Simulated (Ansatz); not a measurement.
**F2H2Si (SMILES F[SiH2]F): SVWN5/aug-cc-pVDZ**

Aim: the vertical ionisation energy of F2H2Si at SVWN5/aug-cc-pVDZ, from 2 runs. 

The calculation is run with Ansatz 0.2.0.

## 1. The structure to begin with

F2H2Si: 5 atoms, total charge 0, spin state singlet. SMILES: `F[SiH2]F`. The coordinates come from a PBE0-D4/def2-TZVP relaxation.

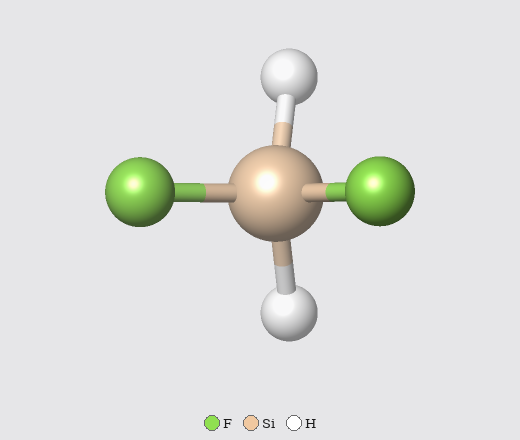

The structure, seen from a chosen angle (fluorine green, silicon light orange, hydrogen white).

## 2. A single-point energy at SVWN5/aug-cc-pVDZ

The input, job.yaml:

```yaml
crystal:
  periodic: [false, false, false]
  atoms:
    - symbol: F
      position_ang: [-1.079010, 0.538200, 0.980720]
    - symbol: Si
      position_ang: [-0.005220, -0.000540, -0.054090]
    - symbol: F
      position_ang: [1.247630, -0.520590, 0.766910]
    - symbol: H
      position_ang: [-0.590470, -1.138740, -0.786300]
    - symbol: H
      position_ang: [0.427070, 1.121680, -0.907250]
basis:
  gaussian:
    orbitals: aug-cc-pVDZ
output: {orbitals: {seedname: orbitals}}
hamiltonian:
  xc: {name: SVWN5}
accuracy: high
```

Command:

```bash
$ ansatz run job.yaml --threads 1 --pin off --max-ram 3480MiB --events-out events.jsonl --progress --plain --runs-dir runs
```

What it wrote:

```text
Warning: RAYON_NUM_THREADS=1 ignored (pool sized by the plan → 1); use --threads N
Functional definition: SVWN5
  name "SVWN5"
  exchange = slater_x
  correlation = vwn5_c
1837 factors; integrals over basis functions are off by at most 3.7e-9 eV
mean field evaluation 1: about -13278.0067 eV, gradient 4.3e1 eV
mean field evaluation 2: about -13269.1909 eV, gradient 8.9e1 eV
mean field evaluation 4: about -13280.8251 eV, gradient 9.5e-1 eV
mean field evaluation 8: about -13280.8241 eV, gradient 7.8e-3 eV
mean field evaluation 16: about -13280.8241 eV, gradient 5.3e-8 eV
mean field -13280.82410097 eV, -488.0612836448 hartree, gradient 5.3e-8 eV, S^2 0.000000; 0 other end points of the search recorded, 0 dependent functions left out
reference -13280.82410774 eV, -488.0612838935 hartree; 17, 17 occupied and 74, 74 virtual orbitals, 1837 factors
Total energy: -13280.82410774 eV, -488.0612838935 hartree
```

It took 2.1 s on 1 thread of Intel Xeon 6975P-C (Granite Rapids), shared host; peak memory 0.22 GiB.

## 3. The doublet cation, same level

The input, input.yaml:

```yaml
crystal:
  periodic: [false, false, false]
  atoms:
    - {symbol: F, position_ang: [-1.079010, 0.538200, 0.980720]}
    - {symbol: Si, position_ang: [-0.005220, -0.000540, -0.054090]}
    - {symbol: F, position_ang: [1.247630, -0.520590, 0.766910]}
    - {symbol: H, position_ang: [-0.590470, -1.138740, -0.786300]}
    - {symbol: H, position_ang: [0.427070, 1.121680, -0.907250]}
basis:
  gaussian: {orbitals: aug-cc-pVDZ}
total_charge: 1
accuracy: high
magnetization: {spin_polarized: true, initial_magnetization: 1}
output: {orbitals: {seedname: orbitals}}
hamiltonian: {xc: {name: SVWN5}}
```

Command:

```bash
$ ansatz run input.yaml --threads 1 --pin off --max-ram 3480MiB --events-out events.jsonl --progress --plain --runs-dir runs
```

What it wrote:

```text
Warning: RAYON_NUM_THREADS=1 ignored (pool sized by the plan → 1); use --threads N
Functional definition: SVWN5
  name "SVWN5"
  exchange = slater_x
  correlation = vwn5_c
1837 factors; integrals over basis functions are off by at most 3.7e-9 eV
mean field evaluation 1: about -13253.1189 eV, gradient 6.9e1 eV
mean field evaluation 2: about -13060.3397 eV, gradient 2.2e2 eV
mean field evaluation 4: about -13267.7034 eV, gradient 1.3e1 eV
mean field evaluation 8: about -13268.6335 eV, gradient 2.5e-1 eV
mean field evaluation 16: about -13268.6338 eV, gradient 7.5e-6 eV
mean field evaluation 32: about -13268.6342 eV, gradient 4.5e-2 eV
mean field evaluation 64: about -13265.7471 eV, gradient 4.7e-1 eV
mean field -13268.63384888 eV, -487.6133001433 hartree, gradient 8.2e-8 eV, S^2 0.752882; 7 other end points of the search recorded, 0 dependent functions left out
reference -13268.63385579 eV, -487.6133003972 hartree; 17, 16 occupied and 74, 75 virtual orbitals, 1837 factors
Total energy: -13268.63385579 eV, -487.6133003972 hartree
```

Run time: 6 s. Hardware: 1 thread of Intel Xeon 6975P-C (Granite Rapids), shared host; peak memory 0.27 GiB.

## 4. Outcome

At SVWN5/aug-cc-pVDZ:

```
                                          quantity          value
                      singlet F2H2Si: total energy  -488.06128 Eh
                       singlet F2H2Si: HOMO energy       -8.42 eV
                       singlet F2H2Si: LUMO energy       -1.02 eV
                     singlet F2H2Si: HOMO–LUMO gap        7.40 eV
                      doublet cation: total energy  -487.61330 Eh
doublet cation: HOMO energy (highest over α and β)      -17.03 eV
 doublet cation: LUMO energy (lowest over α and β)      -15.97 eV
                              doublet cation: ⟨S²⟩          0.753
vertical ionisation energy (to the doublet cation)      12.190 eV
```

Removing an electron at fixed nuclei costs 12.19 eV (281 kcal/mol). The negative HOMO energy of the first species, 8.42 eV, lies 3.77 eV below that difference.
